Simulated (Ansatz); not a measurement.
The end point of a relaxation of CuI. Computed with r2SCAN (plane waves to 500 eV, PAW, scalar-relativistic; Ansatz, an electronic-structure program).

F-43m (No. 216), cF8, zinc blende type; a = 6.021 Å, b = 6.021 Å, c = 6.021 Å, α = 90.00°, β = 90.00°, γ = 90.00°.

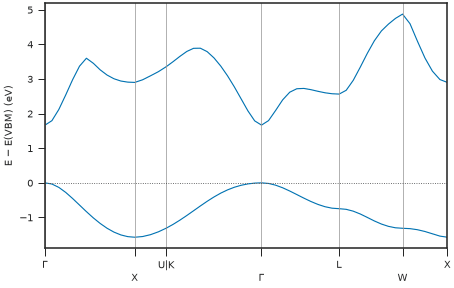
*Highest filled and lowest empty band along the path of this cell's Brillouin zone*

Q: Read off the gap and say whether it is direct.

A: 1.67 eV, direct at Γ (no spin-orbit coupling).

Q: How far does the top valence band disperse along this path?

A: About 1.6 eV.

No spin polarisation in the result. Without spin-orbit coupling the bands of the heavy element are not split, so the gap can be far off.

Measured for CuI: a 6.053 Å (as listed in arXiv:2305.18931). Computed minus measured — a: r2SCAN -0.5 %. The computed values are for a static lattice.

The run could not lose the symmetry of its start.
